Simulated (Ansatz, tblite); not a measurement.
**The cluster Si₄H₈: spin states and exact exchange**

Aim: set other spin states of the cluster Si₄H₈ against its singlet, on many levels of theory.

Computed with Ansatz 0.2.0, Gaussian basis. Level: as each input shows.

Levels to be run: triplet, at the geometry of the singlet (GFN1-xTB, GFN2-xTB, PBE0-D4/def2-TZVP, PBE-D4/def2-TZVP, r2SCAN-D4/def2-TZVP); the singlet's energies come from earlier runs.

1 further run of the same task is left out (set aside as unsound or not needed).

### 1 The relaxed structure

The geometry is that of the singlet, from an earlier relaxation (r2SCAN-D4/def2-SVP). At that level it is the lowest of the isomers that a small search found.

12 atoms, charge 0, spin multiplicity 1.

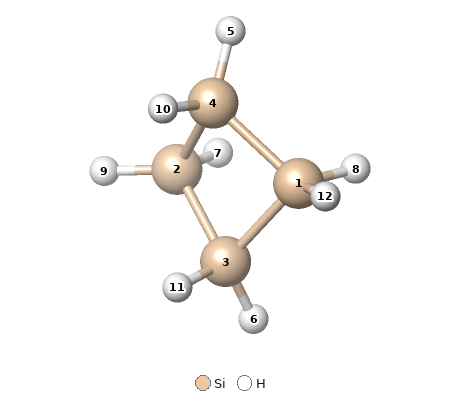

The geometry (silicon light orange, hydrogen white); atoms are numbered from 1 in the order of the file.

### 2 Triplet at the fixed geometry, GFN1-xTB

Tight binding, by tblite at 300 K electronic temperature and without a spin-polarisation term:

```python
tblite.interface.Calculator('GFN1-xTB', numbers, positions, charge=0, uhf=2).singlepoint()
```

Energy -314.3121 eV; 0.008 s.

### 3 Triplet at the fixed geometry, GFN2-xTB

Tight binding, by tblite at 300 K electronic temperature and without a spin-polarisation term:

```python
tblite.interface.Calculator('GFN2-xTB', numbers, positions, charge=0, uhf=2).singlepoint()
```

Energy -293.8428 eV; 0.007 s.

### 4 Triplet at the fixed geometry, PBE0-D4/def2-TZVP

in.yaml

```yaml
crystal:
  periodic: [false, false, false]
  atoms:
    - {symbol: Si, position_ang: [-1.113220, -1.216277, 0.062944]}
    - {symbol: Si, position_ang: [1.371597, 0.869467, 0.292916]}
    - {symbol: Si, position_ang: [0.603636, -0.561624, -1.427771]}
    - {symbol: Si, position_ang: [-0.861602, 0.908024, 1.073926]}
    - {symbol: H, position_ang: [-1.143273, 1.081916, 2.532001]}
    - {symbol: H, position_ang: [1.519453, -1.588890, -2.012651]}
    - {symbol: H, position_ang: [2.219505, 0.085531, 1.248350]}
    - {symbol: H, position_ang: [-0.587570, -2.272121, 0.987792]}
    - {symbol: H, position_ang: [2.065312, 2.148513, -0.051788]}
    - {symbol: H, position_ang: [-1.640504, 1.922676, 0.292663]}
    - {symbol: H, position_ang: [0.012033, 0.263111, -2.530490]}
    - {symbol: H, position_ang: [-2.445346, -1.640325, -0.467891]}
basis:
  gaussian: {orbitals: def2-TZVP}
magnetization: {spin_polarized: true, initial_magnetization: 2}
hamiltonian: {xc: pbe0, dispersion: d4}
scf: {omitted_lower_state_checks: [starts]}
output: {orbitals: {seedname: orbitals}}
```

Started as:

```bash
> ansatz run in.yaml --threads 4 --pin off --events-out ev --progress --plain --max-ram 3916MiB
```

Standard output:

```text
Functional definition: PBE0
  name "PBE0"
  cite "Adamo & Barone, J. Chem. Phys. 110, 6158 (1999) doi:10.1063/1.478522"
  cite "Perdew, Burke & Ernzerhof, Phys. Rev. Lett. 77, 3865 (1996) doi:10.1103/PhysRevLett.77.3865"
  parent pbe
  parameter a = 0.25
  parameter kappa = 0.804
  parameter beta = 0.06672455060314922
  exchange = (1 - a)*pbe_x(kappa = kappa, mu = beta*pi^2/3) + a*exact_x
  correlation = pbe_c(beta = beta)
these checks for a lower state are left out or cut short: starts
1424 factors; their error is unknown
mean field evaluation 1: about -31622.3897 eV, gradient 1.1e1 eV
mean field evaluation 2: about -31622.8932 eV, gradient 7.7e0 eV
mean field evaluation 4: about -31623.3160 eV, gradient 1.7e-1 eV
mean field evaluation 8: about -31623.4459 eV, gradient 1.1e-1 eV
mean field evaluation 16: about -31623.4459 eV, gradient 1.8e-3 eV
mean field evaluation 32: about -31623.4460 eV, gradient 4.1e-5 eV
mean field -31623.44595249 eV, -1162.1402036125 hartree, gradient 2.7e-6 eV, S^2 2.005351; 0 other end points of the search recorded, 0 dependent functions left out
reference -31623.44599508 eV, -1162.1402051775 hartree; 33, 31 occupied and 163, 165 virtual orbitals, 1424 factors
Total energy: -31623.76232324 eV, -1162.1518300231 hartree
Checks for a lower state left out: starts
```

Wall time 23 s (4 threads of Arm Neoverse V1, shared host); peak memory 1.1 GiB.

HOMO -2.80 eV, LUMO -5.84 eV (over both spins; with the spin held, an empty level of the minority spin lies below the top filled one); ⟨S²⟩ 2.005 (pure: 2.00).

### 5 Triplet at the fixed geometry, PBE-D4/def2-TZVP

start.molden holds the orbitals of an earlier run on this state, given as this run's starting guess.

Edit in.yaml of step 4 so:

```diff
@@ -16,5 +16,5 @@
 basis:
-  gaussian: {orbitals: def2-TZVP}
+  gaussian: {orbitals: def2-TZVP, initial_orbitals: start.molden}
 magnetization: {spin_polarized: true, initial_magnetization: 2}
-hamiltonian: {xc: pbe0, dispersion: d4}
+hamiltonian: {xc: pbe, dispersion: d4}
 scf: {omitted_lower_state_checks: [starts]}
```

Same command.

Standard output:

```text
Functional definition: PBE
  name "PBE"
  cite "Perdew, Burke & Ernzerhof, Phys. Rev. Lett. 77, 3865 (1996) doi:10.1103/PhysRevLett.77.3865"
  parent pbe
  parameter kappa = 0.804
  parameter beta = 0.06672455060314922
  exchange = pbe_x(kappa = kappa, mu = beta*pi^2/3)
  correlation = pbe_c(beta = beta)
these checks for a lower state are left out or cut short: starts
1360 factors; their error is unknown
mean field evaluation 1: about -31620.2992 eV, gradient 8.7e0 eV
mean field evaluation 2: about -31620.4253 eV, gradient 1.8e-1 eV
mean field evaluation 4: about -31620.3999 eV, gradient 1.0e-3 eV
mean field -31620.39985963 eV, -1162.0282617645 hartree, gradient 1.8e-5 eV, S^2 2.002731; 0 other end points of the search recorded, 0 dependent functions left out
reference -31620.39991556 eV, -1162.0282638200 hartree; 33, 31 occupied and 163, 165 virtual orbitals, 1360 factors
Total energy: -31620.76762240 eV, -1162.0417767972 hartree
Checks for a lower state left out: starts
```

Run time: 4.5 s. Hardware: 4 threads of Arm Neoverse V1, shared host.

From the report: HOMO -2.17 eV, LUMO -6.46 eV (over both spins; with the spin held, an empty level of the minority spin lies below the top filled one); ⟨S²⟩ 2.003 (pure: 2.00).

### 6 Triplet at the fixed geometry, r2SCAN-D4/def2-TZVP

Edit in.yaml of step 5 so:

```diff
@@ -18,3 +18,3 @@
 magnetization: {spin_polarized: true, initial_magnetization: 2}
-hamiltonian: {xc: pbe, dispersion: d4}
+hamiltonian: {xc: r2scan, dispersion: d4}
 scf: {omitted_lower_state_checks: [starts]}
```

Same command.

Standard output:

```text
Functional definition: r2SCAN
  name "r2SCAN"
  cite "Furness, Kaplan, Ning, Perdew & Sun, J. Phys. Chem. Lett. 11, 8208 (2020) doi:10.1021/acs.jpclett.0c02405"
  cite "Furness, Kaplan, Ning, Perdew & Sun, J. Phys. Chem. Lett. 11, 9248 (2020) doi:10.1021/acs.jpclett.0c03077"
  parent r2scan
  parameter k0 = 0.174
  parameter k1 = 0.065
  parameter a1 = 4.9479
  exchange = r2scan_x(k0 = k0, k1 = k1, a1 = a1)
  correlation = r2scan_c
these checks for a lower state are left out or cut short: starts
1360 factors; their error is unknown
mean field evaluation 1: about -31633.8928 eV, gradient 6.0e0 eV
mean field evaluation 2: about -31633.9438 eV, gradient 8.7e-2 eV
mean field evaluation 4: about -31633.9174 eV, gradient 2.4e-4 eV
mean field evaluation 8: about -31633.9174 eV, gradient 3.3e-5 eV
mean field -31633.91739418 eV, -1162.5250219969 hartree, gradient 3.3e-6 eV, S^2 2.006860; 0 other end points of the search recorded, 0 dependent functions left out
reference -31633.91741520 eV, -1162.5250227694 hartree; 33, 31 occupied and 163, 165 virtual orbitals, 1360 factors
Total energy: -31634.00368536 eV, -1162.5281931391 hartree
Checks for a lower state left out: starts
```

Run time: 25 s. Hardware: 4 threads of Arm Neoverse V1, shared host; peak memory 0.63 GiB.

From the report: HOMO -2.30 eV, LUMO -6.45 eV (over both spins; with the spin held, an empty level of the minority spin lies below the top filled one); ⟨S²⟩ 2.007 (pure: 2.00).

### 7 Triplet less singlet, vertical

The singlet's energies are those of its earlier runs, whose logs aren't repeated here.

```
              level  triplet less singlet, vertical (eV)     time
           GFN1-xTB                               +2.546  0.016 s
           GFN2-xTB                               +2.976  0.013 s
   PBE-D4/def2-TZVP                               +4.434      7 s
r2SCAN-D4/def2-TZVP                               +4.559     29 s
  PBE0-D4/def2-TZVP                               +4.688     25 s
```

Times add the two runs; a level without a time comes out of a correlated run. Tight binding without a spin term can't rank spin states.

### 8 Summary of results

| quantity | value |
| --- | --- |
| triplet less singlet, vertical, functionals in def2-TZVP | +4.434 (PBE-D4) to +4.688 eV (PBE0-D4) |

All functionals put the triplet above the singlet, over a spread of 0.254 eV. The checks for a lower triplet were left out, so another state of that spin may lie lower. These are electronic energies, without zero-point motion, entropy or surroundings.
